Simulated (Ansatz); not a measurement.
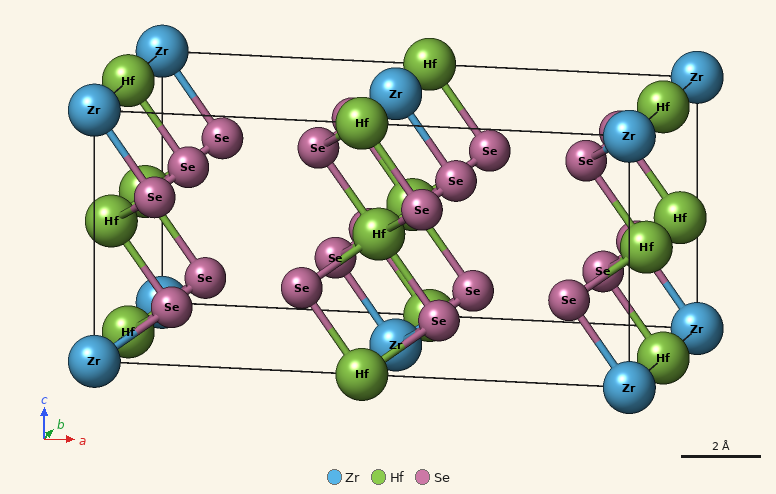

Ball-and-stick representation of a periodic structure, projected slightly off an axis. Atoms at the boundary of the conventional unit cell (the box) are drawn once for each face, edge or corner they touch.

Hf$_{3}$ZrSe$_{8}$, space group C2/m (No. 12), a = 14.016 Å, b = 7.559 Å, c = 6.545 Å, α = 90.00°, β = 90.05°, γ = 90.00°. It goes back to a structure type filled with these elements by a generator (whether the compound takes this form wasn't checked). Earlier steps of the study, as a rule a relaxation of our own, may have changed the cell and positions, so they can lie some per cent off the listed ones. An electronic-structure calculation with Ansatz was run on it.

This one geometry was computed with Ansatz (DFT, plane waves, PAW) at three levels of theory: PBEsol, PBE and r2SCAN.

Q: Which level gives the highest pressure at this volume, and what does that say about its equilibrium volume?

A: Highest: PBE (0.0 GPa), which points to the largest equilibrium volume. Lowest, with the smallest volume: PBEsol (-2.7 GPa). Levels within 0.5 GPa of each other can't be told apart.

Q: How does the band gap change with the level of theory?

A: PBEsol: a gap of 0.43 eV, indirect; PBE: a gap of 0.50 eV, indirect; r2SCAN: a gap of 0.82 eV, indirect.

Q: Collect the results in a table.

A:
| level | cutoff (eV) | k-mesh of the run's cell | gap (eV) | pressure (GPa) |
| --- | --- | --- | --- | --- |
| PBEsol | 420 | 6×6×6 | 0.43 | -2.7 |
| PBE | 420 | 6×6×6 | 0.50 | 0.0 |
| r2SCAN | 500 | 6×6×6 | 0.82 | -1.0 |

Gaps are taken on the k-mesh or band path of each run.
